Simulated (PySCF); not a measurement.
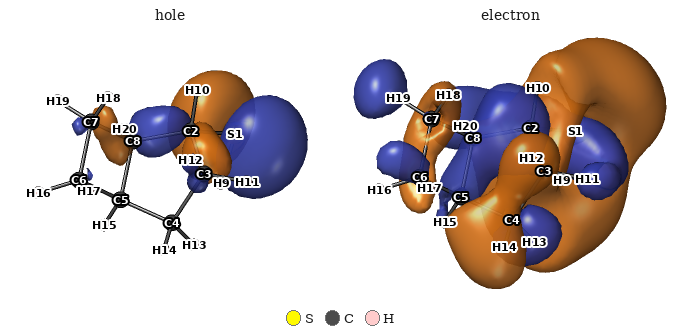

Figure. C$_{7}$H$_{12}$S, SMILES `S[CH]1CC[CH]2CC[CH]21`. Leading natural transition orbital pair of S₂ (full linear response singlet states); the surfaces enclose about 85 % of each orbital's density.

Computed with PySCF, PBE0/6-31G*, geometry: GFN2-xTB. No frequency check shows the geometry to be a minimum. GFN2-xTB bond lengths at metals and heavier atoms can be off by up to 0.1 Å and shapes distorted, which carries into these values. Without diffuse functions Rydberg states are missing, so the states' numbers hold for this basis only.

The calculation's input:

```python
import numpy as np
from pyscf import gto, scf, dft, tdscf
from pyscf.scf import atom_ks, atom_hf
from scipy.linalg import block_diag

def solve(mol, dm0=None, hcore=None):
    mf = (dft.UKS if mol.spin else dft.RKS)(mol, xc='pbe0')
    mf.grids.level = 3
    mf = mf.density_fit(auxbasis='def2-universal-jkfit')
    mf.conv_tol, mf.max_cycle = 1e-8, 80
    if hcore is not None:
        mf.get_hcore = lambda *args: hcore
    mf.kernel(dm0)
    if not mf.converged:
        mf = mf.newton().run(mf.mo_coeff, mf.mo_occ, max_cycle=30)
    assert mf.converged, 'SCF not converged'
    return mf

mol = gto.M(atom='''
S      2.35557     0.36418    -0.23620
C      0.72488     0.34259     0.60443
C      0.30340    -1.07338     0.99632
C     -0.41195    -1.61993    -0.24147
C     -1.11533    -0.40723    -0.84645
C     -2.39583     0.04029    -0.11913
C     -1.66826     1.28481     0.41099
C     -0.38242     0.84442    -0.31246
H      1.98770    -0.38730    -1.26991
H      0.87915     0.98964     1.46937
H      1.15326    -1.68568     1.29474
H     -0.38992    -1.01706     1.83704
H      0.31474    -2.02505    -0.94886
H     -1.11379    -2.41465     0.00931
H     -1.21805    -0.48580    -1.92813
H     -3.22915     0.26154    -0.78231
H     -2.73634    -0.65047     0.64967
H     -1.57789     1.33574     1.49443
H     -2.07370     2.22744     0.05024
H     -0.01210     1.55539    -1.04974
''', basis='6-31g*', charge=0, spin=0, verbose=4)
mf = solve(mol)
td = mf.TDDFT()
td.nstates, td.singlet, td.conv_tol = 4, True, 1e-5
td.kernel()
td.analyze()
x, y = np.array([p[0] for p in td.xy]), np.array([p[1] + 0 * p[0] for p in td.xy])
f, mu = td.oscillator_strength(), td.transition_dipole()
nto = [td.get_nto(state=i + 1, verbose=4) for i in range(len(td.e))]
# spherically averaged free atoms, for the promolecule
atm = atom_ks.get_atm_nrks(mol, xc='pbe0')
pro = block_diag(*[(atm[a[0]][2] * atm[a[0]][3]) @ atm[a[0]][2].T for a in mol._atom])
np.savez('result.npz', e=td.e, f=f, ok=td.converged, w=[n[0] for n in nto], nto=[n[1] for n in nto], x=x, y=y, c=mf.mo_coeff, occ=mf.mo_occ, eps=mf.mo_energy, pro=pro, mu=mu)
```

Launched as:

```sh
OMP_NUM_THREADS=1 python input.py
```

The run took 25 min on 1 thread of Intel(R) Xeon(R) Processor @ 2.50GHz (Skylake/Cascade Lake) (shared host), peak memory 1 GiB.

**Give its energy and the atoms that hole and electron lie on.**

7.19 eV (172 nm), f = 0.001 (very weak); the leading pair carries 99 %; hole on S1 (78 %), electron on S1 (39 %), H9 (20 %) and C2 (12 %); their centroids lie 0.8 Å apart. In canonical orbitals it is mainly HOMO → LUMO+1 (97 %). The HOMO–LUMO gap is 7.53 eV.
